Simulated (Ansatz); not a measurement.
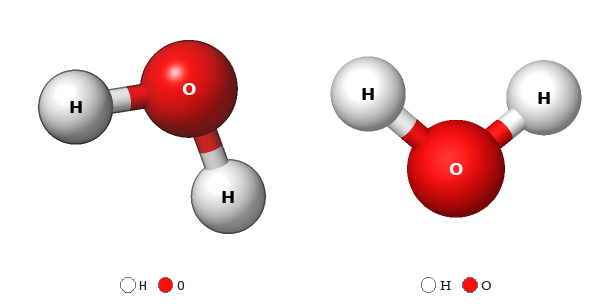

Two views of one molecule.

Description:

The molecule is H₂O. The point group is C2v. Coordination: 1 O bent.

More results for the same structure follow; atom numbers are the same in all pictures, views and colours differ. Computed geometry: PBE0-D4/def2-TZVP optimisation.

### Shape

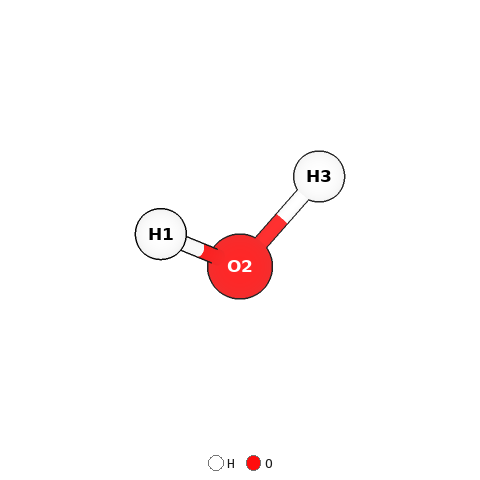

Atoms carry their numbers in the input.

Which atoms are bonded, and how long are the bonds?

```csv
bond,length (Å)
H1–O2,0.960
O2–H3,0.960
```

### Vibrations

Harmonic vibrations computed with RKS PBE0-D4/def2-TZVP (Ansatz 0.2.0) at a stationary point of the same level.

**List the wavenumbers.**

3 modes: 1623, 3852, 3960 cm⁻¹.

### Electronic properties

Method: RKS PBE0-D4/def2-TZVPP (Ansatz 0.2.0).

Computed properties:

- HOMO energy (Kohn–Sham orbital): −8.90 eV
- LUMO energy (Kohn–Sham orbital): 0.85 eV
- HOMO–LUMO gap: 9.75 eV

### Dipole moment

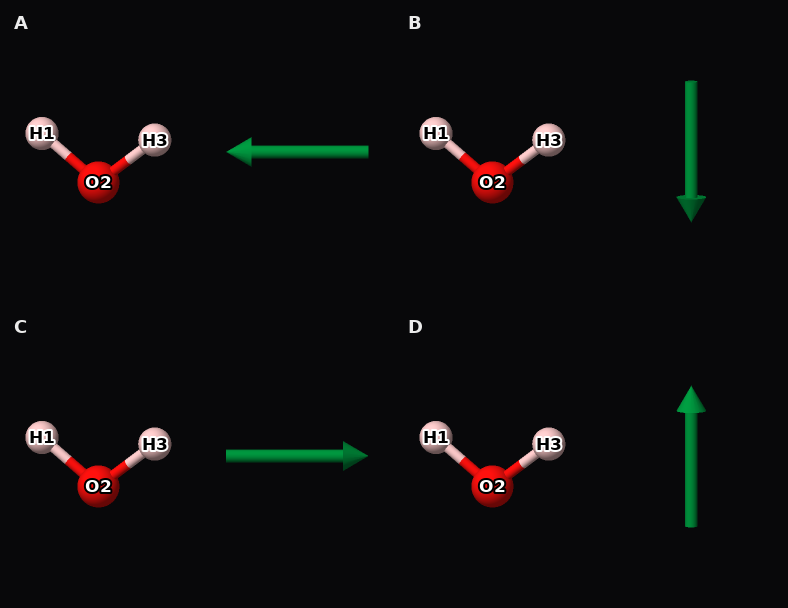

The same molecule four times, each with an arrow. Method: RKS PBE0-D4/def2-TZVP (Ansatz 0.2.0).

**Which arrow points along the dipole moment, from the negative to the positive end?**

D. The dipole moment is 2.07 D; it points from the side of O2 to the side of H1, H3 (the outermost atoms at the two ends).
